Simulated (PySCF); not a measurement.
Vertical excitations of a molecule C₃H₁₂OSi₂ from PySCF 2.14.0 with TDA-M06-2X/def2-SVPD, as energy in eV (oscillator strength): 6.70 (0.029), 6.93 (0.004), 7.44 (0.028), 7.61 (0.006), 7.90 (0.575), 8.06 (0.035). Lowest triplet (TDA): 6.07 eV. Coordinates come from a PBE-D3(BJ)/def2-SVP optimisation. Other conformers were not sampled.

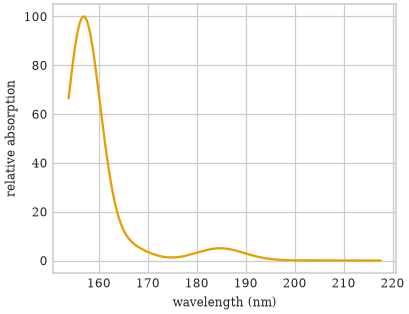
Figure. The lines broadened by 0.4 eV.

### Question
Which structure fits?
A) CCOC([SiH3])[SiH3]
B) CC[SiH2][C@H](O)[SiH3]
C) CC[SiH2]C[SiH2]O
D) CCCO[SiH2][SiH3]

### Answer
D, CCCO[SiH2][SiH3]
